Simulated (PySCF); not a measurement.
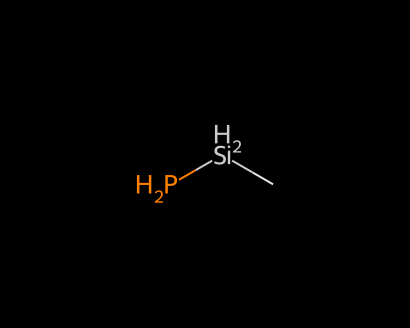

Skeletal drawing of a molecule.

Write the SMILES.

Answer. C[SiH2]P

Give the formula, hydrogens included.

Answer. CH7PSi.

An optimisation with PBE0-D3(BJ)/def2-SVP gave a structure of which point group?

Answer. C1.

More results for the same structure follow; atom numbers are the same in all pictures, views and colours differ. The computed structure is the end point of a PBE0-D3(BJ)/def2-SVP optimisation. No frequency run is at hand to confirm it as a minimum.

## Shape

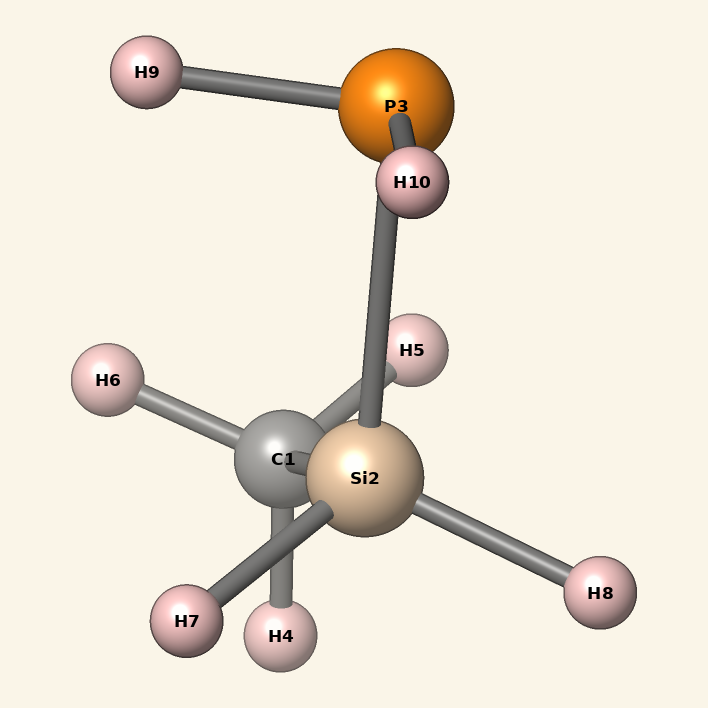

C1 lies behind Si2. The molecule seen a little off the Si2–C1 bond, Si2 in front. Depth is shown by fading: the farther an atom, the more it takes the colour of the background. No frequency run is at hand to confirm it as a minimum.

What is the torsion angle P3–Si2–C1–H4? The sign is positive where the front bond must turn clockwise to cover the back bond.

Answer. 175°, antiperiplanar (anti). The bonds about Si2–C1 are staggered.

## NMR shielding

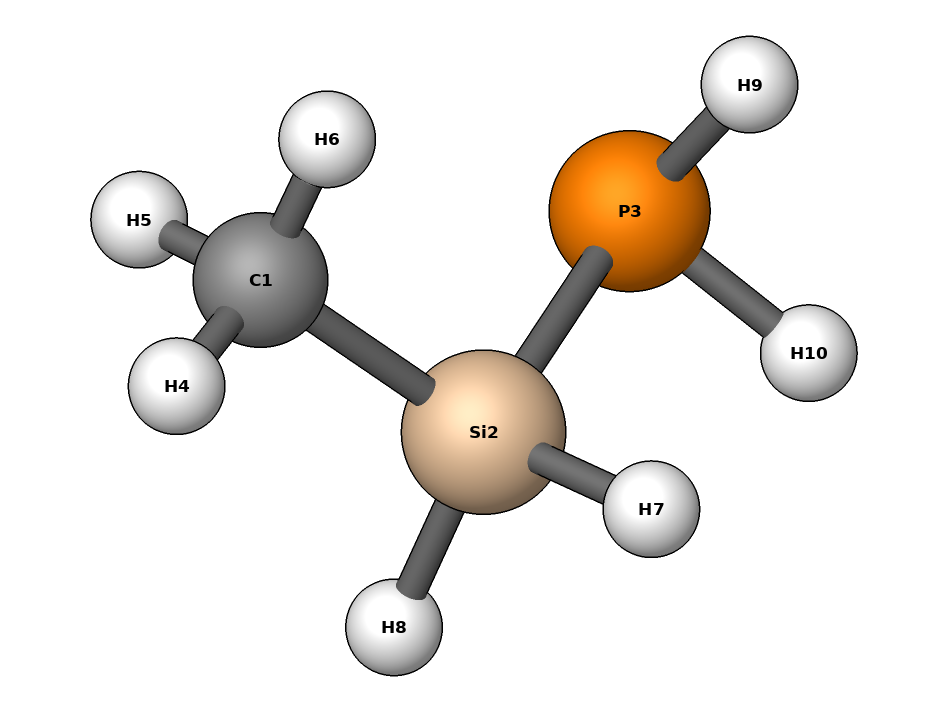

The questions are on isotropic NMR shieldings of the H atoms. No frequency run is at hand to confirm it as a minimum. Level of theory: GIAO CAM-B3LYP/pcSseg-2 NMR shielding, non-relativistic, gas phase (PySCF 2.14.0).

Give the isotropic NMR shieldings of the H atoms atom by atom.

```
atom  σ (ppm)
  H4    30.87
  H5    31.08
  H6    31.14
  H7    26.77
  H8    27.11
  H9    29.80
 H10    29.64
```

## Electronic properties

No frequency run is at hand to confirm it as a minimum. Method: BHandHLYP/def2-SVPD, gas phase (PySCF 2.14.0). Excitations: vertical, linear response.

Estimate the brightest of the 10 lowest singlets.

Answer. 7.24 eV.

What is the dipole moment?

Answer. 0.94 D.

What is the mean static polarisability?

Answer. 68.6 bohr³.

Give the HOMO energy (Kohn–Sham orbital) at this level.

Answer. −8.36 eV.

## Core levels

No frequency run is at hand to confirm it as a minimum. Properties computed with delta-SCF UKS SCAN, pcX-2 on the ionised atom, pcseg-1 elsewhere, non-relativistic (PySCF 2.14.0).

Give the core-electron binding energies (to vacuum; p and d levels without spin–orbit splitting) of C1 1s, Si2 1s, Si2 2p, P3 1s, P3 2p.

```csv
atom,level,binding energy (eV)
C1,1s,290.3
Si2,1s,1842.0
Si2,2p,106.8
P3,1s,2143.9
P3,2p,136.5
```
